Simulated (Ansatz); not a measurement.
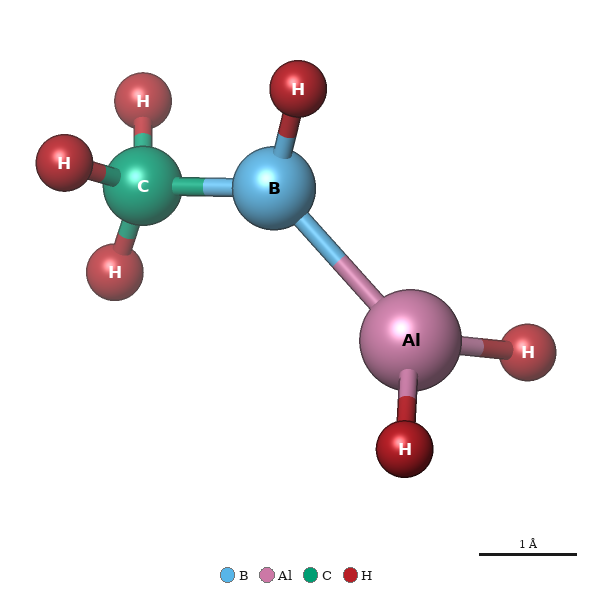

Atoms fade into the background with distance from the viewer. Computed geometry: PBE-D4/def2-SVP optimisation. No frequency run is at hand to confirm it as a minimum. Masses are those of the most abundant isotopes; constants are for the rigid equilibrium geometry.

### Classify the rotor and give the rotational constants (cm⁻¹).

An asymmetric top (Cs): A = 1.08, B = 0.126, C = 0.122 cm⁻¹. Ray's parameter κ is −0.99, close to the prolate limit.
